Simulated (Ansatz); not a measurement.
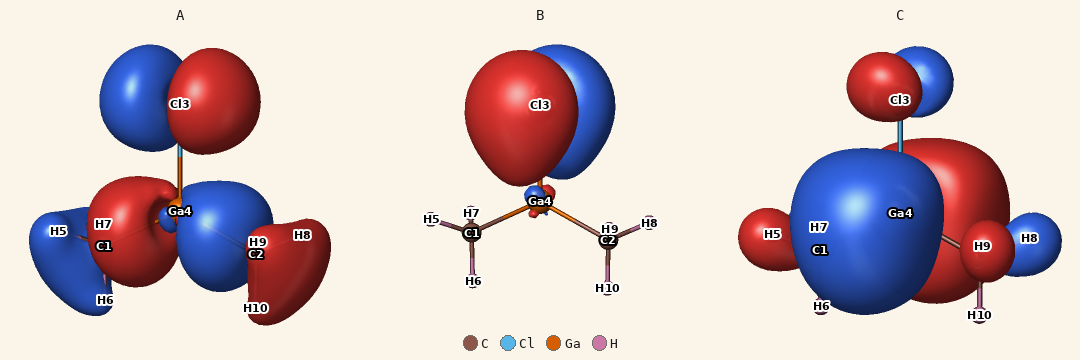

Figure. C2H6ClGa (SMILES [CH3][Ga]([CH3])[Cl]). Three frontier orbitals at ±0.08 Å⁻³ᐟ² (blue and red are the two phases), in no order.

Geometry: B3LYP-D3(BJ)/def2-SVP.

The calculation used isolated molecule in a Gaussian basis; Kohn-Sham density functional theory, functional PBE0 in Ansatz 0.2.0.

```yaml
atoms:
  - { symbol: C, position_ang: [-1.5409, -0.4550, 1.4158] }
  - { symbol: C, position_ang: [-0.3969, -2.6714, -1.1824] }
  - { symbol: Cl, position_ang: [-2.3457, 0.1231, -1.9286] }
  - { symbol: Ga, position_ang: [-1.3353, -1.1144, -0.4275] }
  - { symbol: H, position_ang: [-1.1406, 0.5690, 1.4846] }
  - { symbol: H, position_ang: [-1.0241, -1.0937, 2.1472] }
  - { symbol: H, position_ang: [-2.6118, -0.4090, 1.6702] }
  - { symbol: H, position_ang: [-1.1156, -3.3015, -1.7302] }
  - { symbol: H, position_ang: [0.3590, -2.3269, -1.9060] }
  - { symbol: H, position_ang: [0.0960, -3.2770, -0.4077] }
```

Question: Which picture is the HOMO−1, the HOMO and the LUMO?

Answer: B is the HOMO−1 (−8.71 eV). By Hirshfeld shares it lies mainly on Cl3 (about 90 %) and Ga4 (about 10 %); largely a lone pair of Cl3. A is the HOMO (−7.85 eV). Its weight (Hirshfeld) is mainly on Cl3 (about 35 %), C1 (about 20 %), C2 (about 20 %) and Ga4 (about 15 %). C is the LUMO (−0.97 eV). Its weight (Hirshfeld) is mainly on Ga4 (about 65 %), Cl3 (about 10 %), C2 (about 5 %) and C1 (about 5 %).

Question: What is the HOMO–LUMO gap?

Answer: 6.88 eV between the orbital energies.
